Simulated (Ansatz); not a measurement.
# BOF (fluoro(oxo)borane) at CAM-B3LYP/cc-pVTZ

Aim: the vertical singlet–triplet gap of BOF (fluoro(oxo)borane) at CAM-B3LYP/cc-pVTZ, from 2 runs. 

Program for the calculation: Ansatz 0.2.0.

54 further runs of the same task are left out: 9 that didn't finish, 45 set aside as unsound or not needed.

### 1 The molecule

BOF: 3 atoms, total charge 0, spin state singlet. SMILES: `O=BF`. The shape is that of a PBE0-D4/def2-TZVP optimisation.

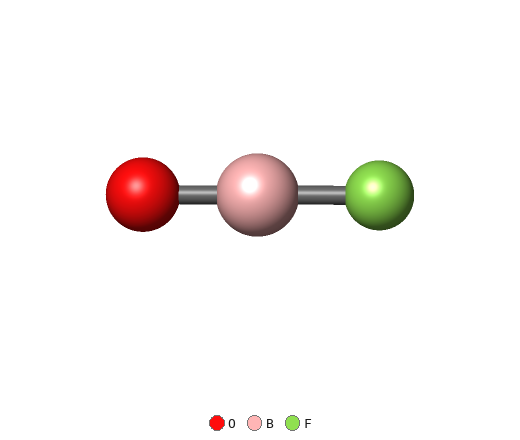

The structure, seen from a chosen angle (oxygen red, boron pink, fluorine green).

### 2 A single-point energy at CAM-B3LYP/cc-pVTZ

File in.yaml:

```yaml
crystal:
  periodic: [false, false, false]
  atoms:
    - symbol: O
      position_ang: [0.983100, -0.565100, 0.479900]
    - symbol: B
      position_ang: [0.020300, -0.011600, 0.009900]
    - symbol: F
      position_ang: [-1.003400, 0.576800, -0.489800]
basis:
  gaussian: {orbitals: cc-pVTZ}
hamiltonian: {xc: {name: CAM-B3LYP}}
accuracy: high
output: {orbitals: {seedname: orbitals}}
```

Launch:

```bash
$ ansatz run in.yaml --threads 1 --pin off --max-ram 3480MiB --events-out events.jsonl --progress --plain --runs-dir runs
```

What it wrote:

```text
Warning: RAYON_NUM_THREADS=1 ignored (pool sized by the plan → 1); use --threads N
Functional definition: CAM-B3LYP
  name "CAM-B3LYP"
  parameter alpha = 0.19
  parameter beta = 0.46
  parameter omega = 0.33/bohr
  parameter ac = 0.81
  exchange = (1 - alpha - beta)*b88_x + beta*b88_x_sr(omega) + alpha*exact_x + beta*exact_x_lr(omega)
  correlation = (1 - ac)*vwn5_c + ac*lyp_c
1344 factors; integrals over basis functions are off by at most 2.7e-9 eV
244 factors; integrals over basis functions are off by at most 1.0e-9 eV
mean field evaluation 1: about -5437.1621 eV, gradient 5.9e1 eV
mean field evaluation 2: about -5424.9117 eV, gradient 1.0e2 eV
mean field evaluation 4: about -5442.8608 eV, gradient 4.9e0 eV
mean field evaluation 8: about -5442.8914 eV, gradient 1.7e-1 eV
mean field evaluation 16: about -5442.8915 eV, gradient 1.9e-6 eV
mean field -5442.89148177 eV, -200.0225726306 hartree, gradient 2.7e-8 eV, S^2 0.000000; 0 other end points of the search recorded, 0 dependent functions left out
reference -5442.89149576 eV, -200.0225731449 hartree; 11, 11 occupied and 79, 79 virtual orbitals, 1344 factors
Total energy: -5442.89149576 eV, -200.0225731449 hartree
```

Run time: 2.8 s. Hardware: 1 thread of Arm Neoverse V2, shared host; peak memory 0.19 GiB.

### 3 The triplet at the same level

File run.yaml:

```yaml
crystal:
  periodic: [false, false, false]
  atoms:
    - {symbol: O, position_ang: [0.983100, -0.565100, 0.479900]}
    - {symbol: B, position_ang: [0.020300, -0.011600, 0.009900]}
    - {symbol: F, position_ang: [-1.003400, 0.576800, -0.489800]}
basis:
  gaussian:
    orbitals: cc-pVTZ
magnetization:
  spin_polarized: true
  initial_magnetization: 2
hamiltonian:
  xc: {name: CAM-B3LYP}
accuracy: high
output: {orbitals: {seedname: orbitals}}
```

Launch:

```bash
$ ansatz run run.yaml --threads 1 --pin off --max-ram 3480MiB --events-out events.jsonl --progress --plain --runs-dir runs
```

What it wrote (excerpt; [...] marks lines left out):

```text
Warning: RAYON_NUM_THREADS=1 ignored (pool sized by the plan → 1); use --threads N
[... 2 set-up lines as earlier in the session ...]
[...]
1344 factors; integrals over basis functions are off by at most 2.7e-9 eV
244 factors; integrals over basis functions are off by at most 1.0e-9 eV
[...]
mean field -5435.05018985 eV, -199.7344104676 hartree, gradient 2.3e-8 eV, S^2 2.001977; 14 other end points of the search recorded, 0 dependent functions left out
reference -5435.05020344 eV, -199.7344109671 hartree; 12, 10 occupied and 78, 80 virtual orbitals, 1344 factors
Total energy: -5435.05020344 eV, -199.7344109671 hartree
```

Run time: 1.8 min. Hardware: 1 thread of Arm Neoverse V2, shared host; peak memory 0.28 GiB.

### 4 Results

Level: CAM-B3LYP/cc-pVTZ.

```
                                        quantity          value
                           singlet: total energy  -200.02257 Eh
                            singlet: HOMO energy      -11.74 eV
                            singlet: LUMO energy        0.78 eV
                          singlet: HOMO–LUMO gap       12.52 eV
                           triplet: total energy  -199.73441 Eh
     triplet: HOMO energy (highest over α and β)       -4.35 eV
                                   triplet: ⟨S²⟩          2.002
vertical energy of the triplet above the singlet       7.841 eV
```

**Reading.** At this shape the triplet lies 7.84 eV (181 kcal/mol) above the singlet.
